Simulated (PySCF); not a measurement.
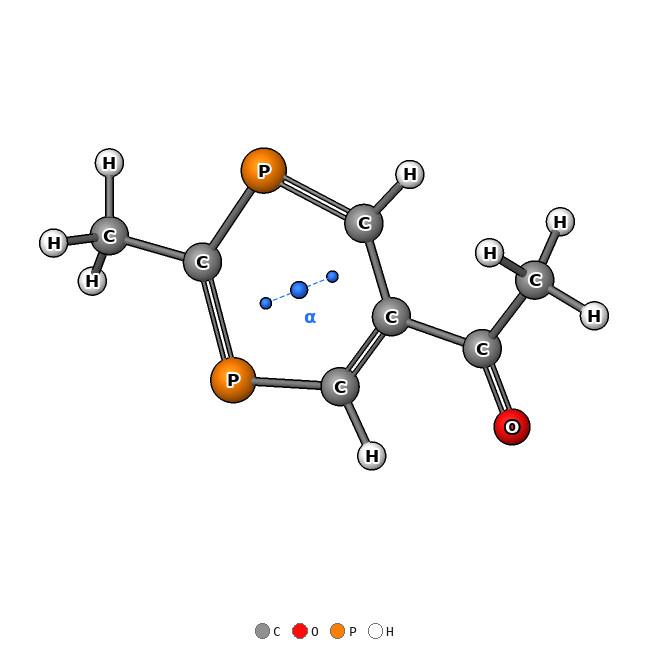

The small points mark where nucleus-independent chemical shifts (NICS) were computed: at the centre of each lettered ring and 1 Å above and below it. The computed structure is the end point of a GFN2-xTB optimisation. No frequency run is at hand to confirm it as a minimum. Method: GIAO PBE0/pcSseg-1 NMR shielding, non-relativistic, gas phase (PySCF 2.14.0).

Give NICS(0), NICS(1) and the out-of-plane component NICS(1)zz for each ring (means of the two sides).

```tsv
ring	members	NICS(0)	NICS(1)	NICS(1)zz
α	C4P2	−6.5	−10.0	−23.8
```

Values in ppm.

Question: What do the values say about the ring currents?

Answer: Ring α: diatropic, as in an aromatic ring. NICS is one index among several.

The geometry is semi-empirical. Around P such bond lengths and angles can be off by a tenth of an ångström or more and by several degrees, and values that hang on the shape move with them.
